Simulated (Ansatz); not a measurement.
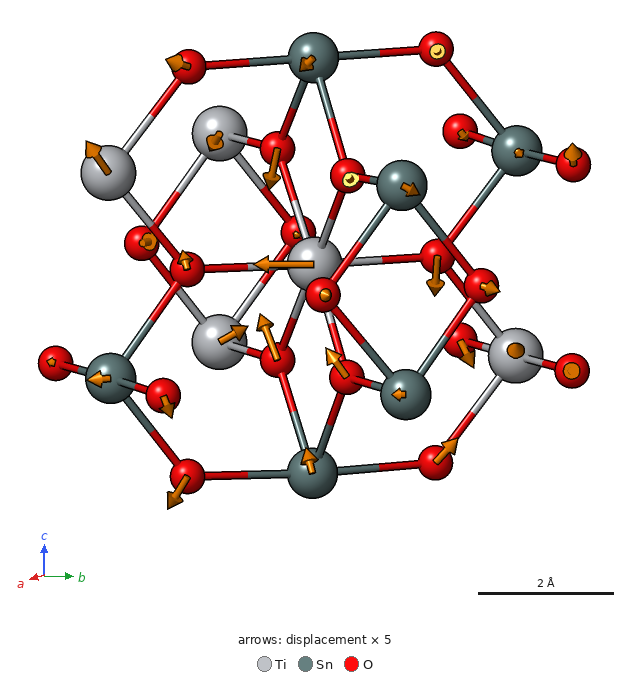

A relaxation of solid Ti11Sn13O48 (a generated structure, set up in P1). The starting structure is drawn; orange arrows show the displacements (the part carried along by the change of the cell is left out), 5 times their true length.

Style: ball-and-stick. Shown: the atoms within 4.2 Å of the atom that moves most (axes of the cell of the calculation), slightly off an axis.

Method: Ansatz 0.2.0, DFT, PBEsol, PAW, plane waves. Settings: plane-wave cutoff 420 eV; k-point mesh 1 × 1 × 1; mesh shifted by (0.5, 0.5, 0.5); no spin polarisation; cell relaxed at fixed alpha, beta, gamma; force threshold 0.03 eV/Å; at most 80 steps.

Describe the change and its energy.

Answer. The energy falls by 3.499 eV per cell of the calculation in 7 geometry steps. Largest force component: 1.9 eV/Å at the start, 0.022 eV/Å at the end. The pressure goes from 1.25 to 0.01 GPa. A Ti atom moves most relative to the cell: 0.18 Å along [1 −3 0]. Largest moves by element: Ti 0.18 Å, O 0.17 Å, Sn 0.09 Å. Cell: a 9.382 → 9.399 Å (+0.2 %), b 9.382 → 9.407 Å (+0.3 %), c 9.276 → 9.254 Å (−0.2 %). Volume +0.2 %. Near-neighbour distances that change, for instance: O–Ti 2.002 → 2.192 Å, O–Ti 2.056 → 1.895 Å, O–Ti 2.025 → 1.868 Å, O–Ti 2.030 → 1.912 Å. Bond angles that change, for instance: O–Ti–O 177.9° → 171.0°, O–Ti–O 90.9° → 84.5°, O–Ti–O 89.4° → 95.7°. The space group stays P1 (No. 1). Cost: 2.1 min on 7 threads of Arm Neoverse-V2, peak memory 2 GiB.
